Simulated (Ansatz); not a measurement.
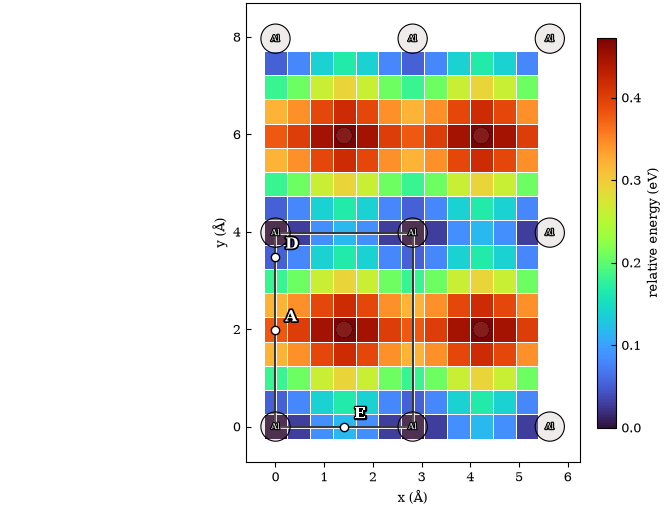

Au on an Al(110) slab cut from the Fm-3m phase, its upper half relaxed before the scan (16 atoms of substrate and one adsorbate in a 2 × 2 cell). Au is moved over the surface cell at a fixed height above a rigid substrate; the origin of the map has the adsorbate above Al13; the height is held at 3.00 Å. Places are given modulo a cell vector. The map is drawn in real space over the plane of the surface. The scan uses a 6 × 8 grid; 20 points were computed and 28 follow by symmetry. Places are given in fractions of the 1 × 1 surface cell. All energies are given in eV relative to the lowest grid point. The runs have no spin polarisation, so an open-shell adsorbate far from the surface lies too high. At a fixed height the lowest place need not be the adsorption site. Level of theory: DFT PBE+D3(BJ), scalar-relativistic, plane waves, PAW (Ansatz). Settings: cutoff 420 eV, k-mesh 5×4×1, gaussian smearing 0.1 eV, no spin polarisation.

Drawn: one coloured cell a grid point, labelled circles for the atoms of the top layer and small ones for the second layer, the outline of one cell of the 2 × 2 shown, lettered points.

What kind of point is each of A, D, E: minimum, saddle, maximum or slope?

Answer. A: saddle point; D: on a slope; E: saddle point. (In these two coordinates alone; a stationary point may lie a little off the grid point.)

Rank the lettered points by energy, lowest first.

Answer. D (0.052 eV), E (0.117 eV), A (0.380 eV).
